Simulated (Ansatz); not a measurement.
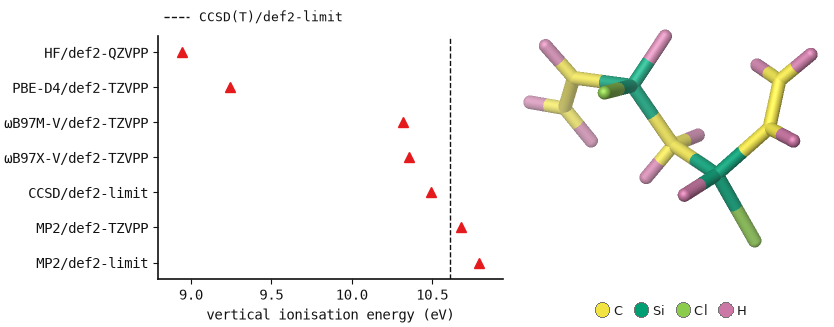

Vertical ionisation energy of C₅H₁₀Cl₂Si₂, SMILES C=C[Si@H](Cl)C[Si@H](Cl)C=C, taken as the energy of the cation less that of the neutral at fixed geometry (unrestricted doublet cation, cores frozen in correlated methods, no spin-orbit coupling), the Ansatz code 0.2.0, at a PBE0-D4/def2-TZVP geometry (no frequency check). Limit means an estimate of the basis limit from triple and quadruple zeta; for coupled cluster it is either extrapolated directly or built as the MP2 limit plus the step from MP2 in triple zeta. The distance of MP2/def2-TZVPP to the limit includes basis error.

What range do the values span, the line included?

From 8.94 eV (HF/def2-QZVPP) to 10.79 eV (MP2/def2-limit).

Give the values.

| level | eV | less CCSD(T)/def2-limit |
| --- | --- | --- |
| HF/def2-QZVPP | 8.94 | −1.67 |
| PBE-D4/def2-TZVPP | 9.24 | −1.37 |
| ωB97M-V/def2-TZVPP | 10.32 | −0.29 |
| ωB97X-V/def2-TZVPP | 10.35 | −0.26 |
| CCSD/def2-limit | 10.49 | −0.12 |
| MP2/def2-TZVPP | 10.68 | 0.07 |
| MP2/def2-limit | 10.79 | 0.18 |
| CCSD(T)/def2-limit | 10.61 | 0.00 |

Caveats, for all or some of the runs: one conformer of a flexible molecule.
